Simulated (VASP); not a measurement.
Band structure of TlBr (CsCl type). Method: optB88-vdW, VASP's PBE PAW potentials (set 64) (plane waves; VASP 6.6.1).

Unless said otherwise, spin-orbit coupling is left out, though it shifts the bands of the heavy elements here.

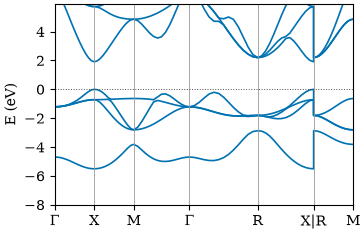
*Bands along high-symmetry lines, zero at the valence-band maximum or, without a gap, the Fermi level*

Problem. Read the plot: is there a gap, and where are the band edges?

Solution. The gap is direct, 1.91 eV, from the valence maximum at X to the conduction minimum at X. (Edges off the drawn lines would not show.)

The compound is TlBr in the CsCl type structure. The cell was not relaxed at this level.
